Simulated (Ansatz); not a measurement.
Molecule (SMILES): [NH2] (NH2), doublet.
Atoms: N1, H2, H3. Bonds: N1-H2, N1-H3.

Basis-set convergence of the harmonic zero-point energy at CCSD(T) with Ansatz (a quantum-chemistry and plane-wave program). Each level at its own minimum, finite differences of forces, unscaled; the reference is a large set that could be run, not a limit. Cartesian d functions, on some or all atoms, in 6-31G*, 6-31G**; all else is spherical. Cores are frozen. Core-valence sets carry the plain set on hydrogen. Open shells are unrestricted. No added dispersion term, no relativity. Reference: the value in aug-pcseg-2, 12.00 kcal/mol, itself unsure by roughly 0.04 kcal/mol (its mean distance from aug-cc-pVTZ, def2-TZVPPD). Deviations are taken from unrounded values.

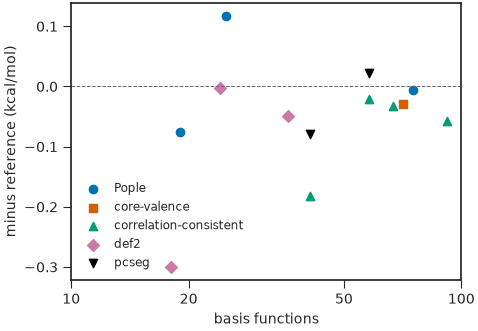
Deviation from the reference against the number of basis functions, by family of sets.

```
basis              functions  harmonic zero-point energy (kcal/mol)  minus reference (kcal/mol)
-----------------  ---------  -------------------------------------  --------------------------
def2-SV(P)                18                                  11.70                       -0.30
6-31G*                    19                                  11.92                       -0.08
def2-SVP                  24                                  12.00                        0.00
6-31G**                   25                                  12.12                        0.12
def2-SVPD                 36                                  11.95                       -0.05
aug-cc-pVDZ               41                                  11.82                       -0.18
aug-pcseg-1               41                                  11.92                       -0.08
cc-pVTZ                   58                                  11.98                       -0.02
pcseg-2                   58                                  12.02                        0.02
jun-cc-pV(T+d)Z           67                                  11.97                       -0.03
cc-pCVTZ                  71                                  11.97                       -0.03
6-311++G(3df,3pd)         75                                  11.99                       -0.01
aug-cc-pVTZ               92                                  11.94                       -0.06
```
